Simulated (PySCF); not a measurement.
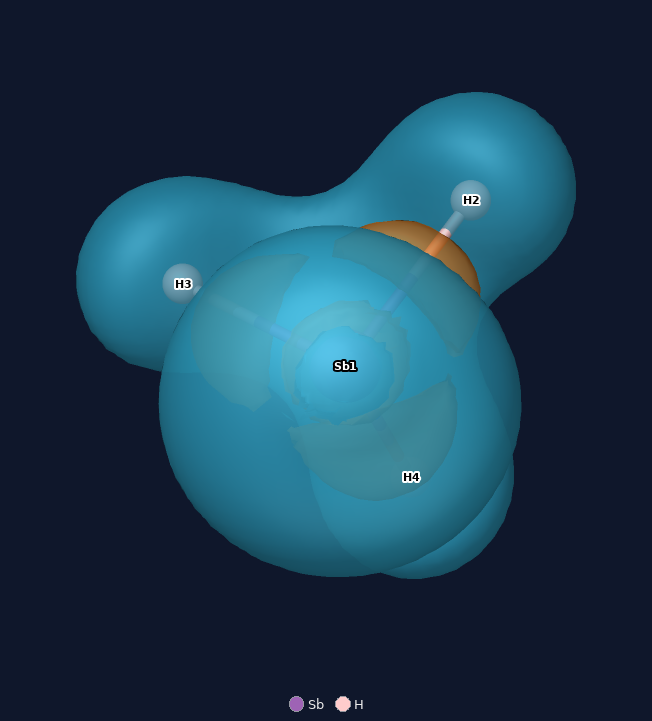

Figure 1: H3Sb. Fukui function f⁻ = ρ(N) − ρ(N−1) at fixed geometry, surfaces at ±0.02 e/Å³ (light blue positive, orange negative).

Level of theory: PBE/def2-SVPD (PySCF), at a geometry from GFN2-xTB. Core potentials replace the inner electrons of Sb; spin–orbit coupling isn't included. No frequency check shows the geometry to be a minimum. GFN2-xTB bond lengths at metals and heavier atoms can be off by up to 0.1 Å and shapes distorted, which carries into these values.

**On which atoms does the density change most on removal of an electron?**

f⁻ (Hirshfeld-condensed) is largest on Sb1 (0.63); the vertical ionisation energy is 9.99 eV. Condensed values hint at sites of electrophilic attack but needn't mark the atom that reacts. Orbital relaxation makes it negative in places (0.07 e in all).

Run time: 29 s on 1 thread of Arm Neoverse V2, with other jobs on the host, peak memory 0.29 GiB.
